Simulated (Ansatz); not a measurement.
System: H$_{4}$OSi.

Input file:

```
crystal:
  periodic: [false, false, false]
  atoms:
    - { symbol: Si, position_ang: [0.230725, -0.014938, 0.04317] }
    - { symbol: O, position_ang: [0.627077, -0.103545, 1.649459] }
    - { symbol: H, position_ang: [-0.050683, -0.190959, 2.316835] }
    - { symbol: H, position_ang: [1.620829, 0.044916, -0.363281] }
    - { symbol: H, position_ang: [-0.52941, 1.19084, -0.353753] }
    - { symbol: H, position_ang: [-0.478038, -1.207713, -0.47383] }
basis:
  gaussian: { orbitals: "6-31G*" }
hamiltonian:
  xc: { name: BHLYP }
relax:
  f_tol: 0.03
  max_steps: 50
output:
  orbitals: {}
```

Run with:

```sh
ansatz run input.yaml --threads 1 --pin off --max-ram 2048MiB --backend cpu --events-out ev --progress --plain --runs-dir out
```

The fields are those of the run's last geometry, not of the input's.

Level of theory: Ansatz, RKS BHLYP/6-31G*.

Predict the electron density and electron localisation function between the atoms.

Answer. Si–O (1.65 Å): ρ at the midpoint is about 1.1 e/Å³; the ELF peaks at about 0.85 between the atoms (a polar covalent bond).
O–H (0.95 Å): ρ is about 3.7 e/Å³ halfway; the ELF climbs to about 1 towards the hydrogen, as it does in any bond to H; an ordinary covalent bond to hydrogen.
Si–H (1.47 Å): ρ is about 0.81 e/Å³ halfway; the ELF climbs to about 1 towards the hydrogen.

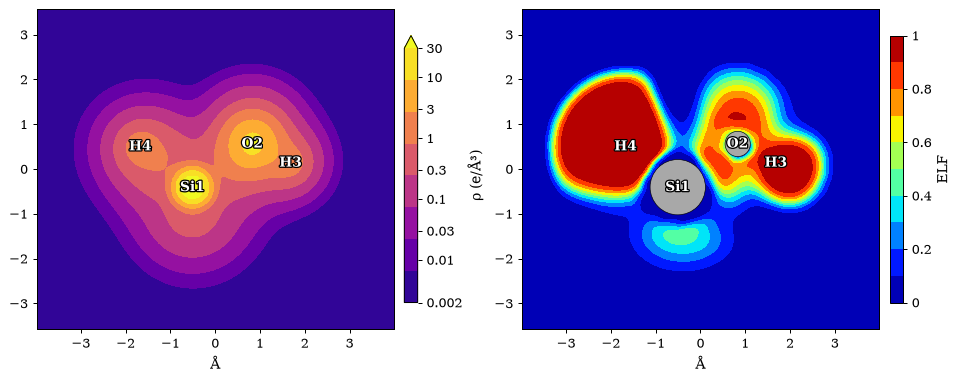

Computed electron density and electron localisation function on the plane of atoms Si1, O2 and H3, in this order. Grey discs cover the atomic cores in the ELF map. 
